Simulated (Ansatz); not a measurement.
**C2F3 (trifluorovinyl radical) at ROCCSD(T)/def2-SVP (sfX2C, density fitting with def2-universal-jkfit, accuracy low, nuclear model gaussian, start density atoms)**

Aim: the energy change on altering one bond length of C2F3 (trifluorovinyl radical) at ROCCSD(T)/def2-SVP (sfX2C, density fitting with def2-universal-jkfit, accuracy low, nuclear model gaussian, start density atoms), from 2 runs. 

The results are computed with Ansatz 0.2.0.

5 further runs of the same task are left out: 2 that didn't finish, 3 set aside as unsound or not needed. Runs told in other sessions of the task aren't counted.

### Step 1. The system as given

The species is C2F3 (5 atoms), meant as a doublet with charge 0. As SMILES, `F[C]=C(F)F`. The coordinates come from a PBE0-D4/def2-TZVP relaxation.

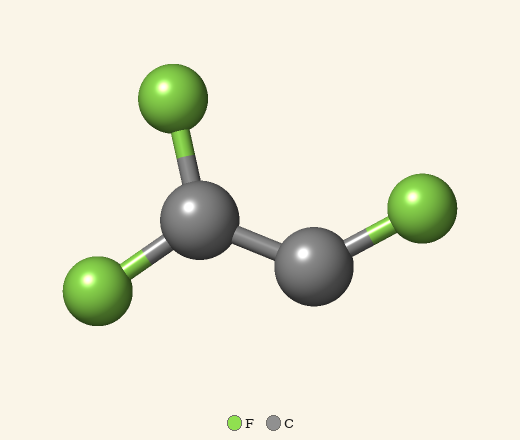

Viewed from a chosen angle; fluorine green, carbon grey.

### Step 2. Energy and forces at ROCCSD(T)/def2-SVP (sfX2C, density fitting with def2-universal-jkfit, accuracy low, nuclear model gaussian, start density atoms)

job.yaml

```yaml
crystal:
  periodic: [false, false, false]
  atoms:
    - {symbol: F, position_ang: [0.577720, -1.033470, 1.511080]}
    - {symbol: C, position_ang: [0.506940, 0.038840, 0.785720]}
    - {symbol: C, position_ang: [-0.126500, 0.247860, -0.343200]}
    - {symbol: F, position_ang: [-0.848620, -0.650470, -0.980670]}
    - {symbol: F, position_ang: [-0.109540, 1.397240, -0.972920]}
basis:
  gaussian:
    orbitals: def2-SVP
    fitting: {mean_field: def2-universal-jkfit}
    nuclear_model: gaussian
magnetization:
  spin_polarized: false
  initial_magnetization: 1
hamiltonian:
  pseudopotentials: {relativity: scalar}
correlation:
  method: ccsd_t
  electrons: all
accuracy: low
output: {forces: true, orbitals: {seedname: orbitals}}
```

On the command line:

```console
ansatz run job.yaml --threads 1 --pin off --max-ram 3480MiB --events-out events.jsonl --progress --plain --runs-dir runs
```

The log of the run:

```text
Warning: RAYON_NUM_THREADS=1 ignored (pool sized by the plan → 1); use --threads N
Functional definition: HF
  name "HF"
  exchange = exact_x
  correlation = 0
381 factors; integrals over basis functions are off by at most 8.5e-2 eV
mean field evaluation 1: about -10171.4985 eV, gradient 3.1e1 eV
mean field evaluation 2: about -10173.3923 eV, gradient 1.6e1 eV
mean field evaluation 4: about -10173.8951 eV, gradient 8.6e-1 eV
mean field evaluation 8: about -10173.8992 eV, gradient 1.8e-6 eV
mean field evaluation 16: about -10172.4276 eV, gradient 6.2e-2 eV
mean field evaluation 32: about -10172.4277 eV, gradient 2.8e-3 eV
mean field -10173.89918215 eV, -373.8838988274 hartree, gradient 1.8e-6 eV, S^2 0.750000; 3 other end points of the search recorded, 0 dependent functions left out
mean field evaluation 64: about -10172.4827 eV, gradient 1.1e0 eV
determinant -10173.89918215 eV, -373.8838988274 hartree, with singles and doubles -10195.84815737 eV, -374.6905087893 hartree
determinant -10172.42765626 eV, -373.8298212486 hartree, with singles and doubles -10194.21868282 eV, -374.6306267042 hartree
reference -10173.89918215 eV, -373.8838988274 hartree; 20, 19 occupied and 50, 51 virtual orbitals, 381 factors
second order -21.35617529 eV of doubles, -0.05203981 eV of singles
cycle   1  -21.95120291 eV  change   -2.2e-3 eV  update   1.3e-3
cycle   2  -21.95120768 eV  change   -4.8e-6 eV  update   8.3e-4
cycle   3  -21.95139608 eV  change   -1.9e-4 eV  update   5.1e-4
cycle   4  -21.95152002 eV  change   -1.2e-4 eV  update   1.4e-4
cycle   5  -21.95185535 eV  change   -3.4e-4 eV  update   6.5e-5
cycle   6  -21.95194577 eV  change   -9.0e-5 eV  update   2.9e-5
cycle   7  -21.95193544 eV  change    1.0e-5 eV  update   1.6e-5
cycle   8  -21.95191046 eV  change    2.5e-5 eV  update   7.6e-6
cycle   9  -21.95190416 eV  change    6.3e-6 eV  update   2.5e-6
cycle  10  -21.95190851 eV  change   -4.4e-6 eV  update   1.2e-6
cycle  11  -21.95191029 eV  change   -1.8e-6 eV  update   6.3e-7
perturbative correction -0.52722653 eV, -0.0193752175 hartree
the calculation of the forces begins
Total energy: -10196.37831897 eV, -374.7099918685 hartree
Relativity: scalar
Atom 0 at     0.577720    -1.033470     1.511080 Å, force     0.009372    -0.485147     0.292282 eV/Å
Atom 1 at     0.506940     0.038840     0.785720 Å, force     0.649211     0.302596     0.861501 eV/Å
Atom 2 at    -0.126500     0.247860    -0.343200 Å, force    -0.508252     0.080971    -0.856249 eV/Å
Atom 3 at    -0.848620    -0.650470    -0.980670 Å, force    -0.191369    -0.297159    -0.135226 eV/Å
Atom 4 at    -0.109540     1.397240    -0.972920 Å, force     0.041038     0.398740    -0.162307 eV/Å
Dipole moment:     0.044575     0.011242     0.064608 e Å
```

Wall time 4.4 min (1 thread of Arm Neoverse V1, shared host); peak memory 0.75 GiB.

### Step 3. The distorted shape

Edit job.yaml of step 2 so:

```diff
@@ -3,3 +3,3 @@
   atoms:
-    - {symbol: F, position_ang: [0.577720, -1.033470, 1.511080]}
+    - {symbol: F, position_ang: [0.584799, -1.140710, 1.583622]}
     - {symbol: C, position_ang: [0.506940, 0.038840, 0.785720]}
```

On the command line:

```console
ansatz run job.yaml --threads 1 --pin off --max-ram 3480MiB --events-out events.jsonl --progress --plain --runs-dir runs
```

The log of the run:

```text
Warning: RAYON_NUM_THREADS=1 ignored (pool sized by the plan → 1); use --threads N
[... 4 set-up lines as earlier in the session ...]
381 factors; integrals over basis functions are off by at most 8.6e-2 eV
mean field evaluation 1: about -10170.7534 eV, gradient 3.3e1 eV
mean field evaluation 2: about -10172.7807 eV, gradient 1.8e1 eV
mean field evaluation 4: about -10173.4789 eV, gradient 1.2e0 eV
mean field evaluation 8: about -10173.4851 eV, gradient 1.2e-6 eV
mean field evaluation 16: about -10171.9964 eV, gradient 5.7e-2 eV
mean field evaluation 32: about -10171.9964 eV, gradient 4.0e-3 eV
mean field -10173.48505939 eV, -373.8686800966 hartree, gradient 1.2e-6 eV, S^2 0.750000; 3 other end points of the search recorded, 0 dependent functions left out
mean field evaluation 64: about -10172.0517 eV, gradient 1.0e0 eV
determinant -10173.48505939 eV, -373.8686800966 hartree, with singles and doubles -10195.56439030 eV, -374.6800805419 hartree
determinant -10171.99643897 eV, -373.8139743054 hartree, with singles and doubles -10193.93185773 eV, -374.6200860765 hartree
reference -10173.48505939 eV, -373.8686800966 hartree; 20, 19 occupied and 50, 51 virtual orbitals, 381 factors
second order -21.48232736 eV of doubles, -0.05123172 eV of singles
cycle   1  -22.08195869 eV  change   -2.6e-3 eV  update   1.6e-3
cycle   2  -22.08204412 eV  change   -8.5e-5 eV  update   1.1e-3
cycle   3  -22.08220265 eV  change   -1.6e-4 eV  update   6.6e-4
cycle   4  -22.08245843 eV  change   -2.6e-4 eV  update   1.8e-4
cycle   5  -22.08293152 eV  change   -4.7e-4 eV  update   7.7e-5
cycle   6  -22.08301689 eV  change   -8.5e-5 eV  update   3.6e-5
cycle   7  -22.08302771 eV  change   -1.1e-5 eV  update   2.0e-5
cycle   8  -22.08299357 eV  change    3.4e-5 eV  update   9.5e-6
cycle   9  -22.08298331 eV  change    1.0e-5 eV  update   3.0e-6
cycle  10  -22.08298897 eV  change   -5.7e-6 eV  update   1.1e-6
cycle  11  -22.08299053 eV  change   -1.6e-6 eV  update   5.6e-7
perturbative correction -0.54796047 eV, -0.0201371760 hartree
the calculation of the forces begins
Total energy: -10196.11601039 eV, -374.7003522060 hartree
Relativity: scalar
Atom 0 at     0.584799    -1.140710     1.583622 Å, force    -0.337895     3.158439    -2.342593 eV/Å
Atom 1 at     0.506940     0.038840     0.785720 Å, force     1.047816    -3.079976     3.429082 eV/Å
Atom 2 at    -0.126500     0.247860    -0.343200 Å, force    -0.707677    -0.208708    -1.008554 eV/Å
Atom 3 at    -0.848620    -0.650470    -0.980670 Å, force    -0.075138    -0.140221    -0.039674 eV/Å
Atom 4 at    -0.109540     1.397240    -0.972920 Å, force     0.072893     0.270466    -0.038261 eV/Å
Dipole moment:     0.014783     0.098914    -0.032956 e Å
```

It took 4.1 min on 1 thread of Arm Neoverse V1, shared host; peak memory 0.75 GiB.

### Step 4. What came out

Level: ROCCSD(T)/def2-SVP (sfX2C, density fitting with def2-universal-jkfit, accuracy low, nuclear model gaussian, start density atoms).

| quantity | value |
| --- | --- |
| first shape: total energy | -374.70999 Eh |
| first shape: dipole moment (correlated density) | 0.38 D |
| first shape: correlation energy | -826.1 mEh |
| first shape: (T) correction | -19.38 mEh |
| first shape: ⟨S²⟩ of the reference determinant | 0.750 |
| first shape: T1 diagnostic | 0.016 |
| first shape: largest force on an atom | 1.120 eV/Å |
| distorted shape: total energy | -374.70035 Eh |
| distorted shape: dipole moment (correlated density) | 0.51 D |
| distorted shape: correlation energy | -831.7 mEh |
| distorted shape: (T) correction | -20.14 mEh |
| distorted shape: ⟨S²⟩ of the reference determinant | 0.750 |
| distorted shape: T1 diagnostic | 0.017 |
| distorted shape: largest force on an atom | 4.727 eV/Å |
| energy change with the F1–C2 bond stretched from 1.297 to 1.426 Å | 0.262 eV |

In words: With the F1–C2 bond stretched from 1.297 to 1.426 Å the energy rises by 0.26 eV (6.0 kcal/mol). The first shape isn't relaxed at this level, so the change isn't measured from a minimum. The largest force (first shape) is 1.12 eV/Å: the shape isn't a stationary point for this species at this level. The triples (first shape) make up 2.3 % of the correlation energy. The accuracy setting (first shape) is loose, so the last digits carry no meaning. The triples (distorted shape) make up 2.4 % of the correlation energy. The accuracy setting (distorted shape) is loose, so the last digits carry no meaning.
